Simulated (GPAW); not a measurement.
A computed V K-edge spectrum of one site in a crystal of Pt and V, with its zero at a photon energy of about 5446.5 eV (LDA puts this hole about 14 eV below PBE, itself good to a few eV). Method: GPAW, LDA, excited-electron core hole (neutral cell) in a small cell, dipole transitions, broadening that rises with energy, without spin-orbit coupling.

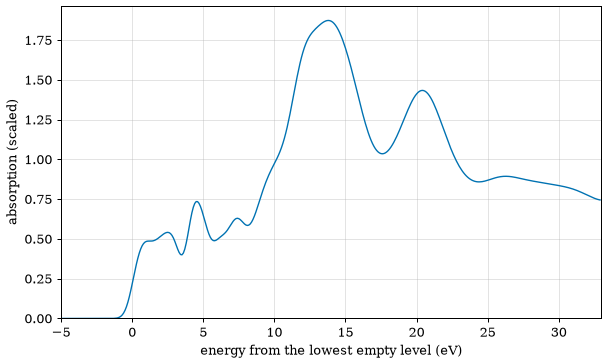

Energy from the lowest empty level; intensity scaled to a mean of 1 over the first 20 eV.

Which coordination does this site have?

A K edge sees empty p states. The weak features of the first eV are p character mixed into the empty d bands; the main 4p edge lies above them. It is atom 2 of VPt (P4/mmm), with 4 V at 2.69 Å and 8 Pt at 2.72 Å (cuboctahedral, site symmetry 4/mmm). Its main maxima below 30 eV lie at 2.5 eV (0.54), 4.5 eV (0.73), 7.4 eV (0.63), 13.8 eV (1.87) and 20.4 eV (1.43), with a pre-edge feature at 4.5 eV. A near-edge spectrum doesn't fix the structure by itself; it is matched against candidates. The hole lies in one spin channel, while the script sums the empty states of both and takes the lower zero; where the two channels are split, this blurs and shifts the curve. Quadrupole 1s→3d transitions, which feed the pre-edge, are not in the dipole spectrum. The starting moments shrank to 0.00 μB or less, so this is hardly a magnetic state. The mesh is coarse (0.29 Å⁻¹ between points), so small maxima may be mesh ripples. Lifetime broadening is put in by hand, and intensities beyond about 20 eV depend on it and on the partial waves. The structure is a published determination, not relaxed.

[Hosts, paths, dates, database ids (printed as entryN), source tags and the programs' standing remarks are cut or masked in the printed files.]

[Lists of maxima count a maximum above −3 eV only where it reaches 4 % of the highest in the window and stands out from its surroundings by 2 % of it (1.5 % where it reaches 55 %); shoulders and weaker maxima are passed over, and of the rest the first, up to two pre-edge ones and the few strongest are named.]
